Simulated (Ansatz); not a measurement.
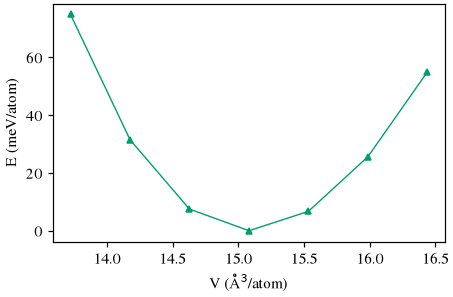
Al$_{2}$W in space group Fddd (No. 70; Al on 16f, W on 8b) under volume change, the program Ansatz at the PBEsol level (PAW), shape and atoms relaxed at each volume.

Task: What does a third-order Birch–Murnaghan fit give for V₀, B₀ and B′?

Result: V₀ = 15.08 Å³/atom, B₀ = 167 GPa, B′ = 4.1.

The start of the workflow was typed in or built on a structure type; neither database checked (COD, Materials Project) lists it. Whether it is the stable phase at ambient conditions was not checked. The PBEsol relaxation kept the symmetry of its start; its stability against distortions is not shown here. No spin polarisation was allowed. Spin–orbit coupling is left out wherever it is not named.

Potentials: the earlier of the program's two PAW sets. The files were generated under PBE; for other functionals the program regenerates the frozen cores, and for LDA and PBEsol the local potential too.
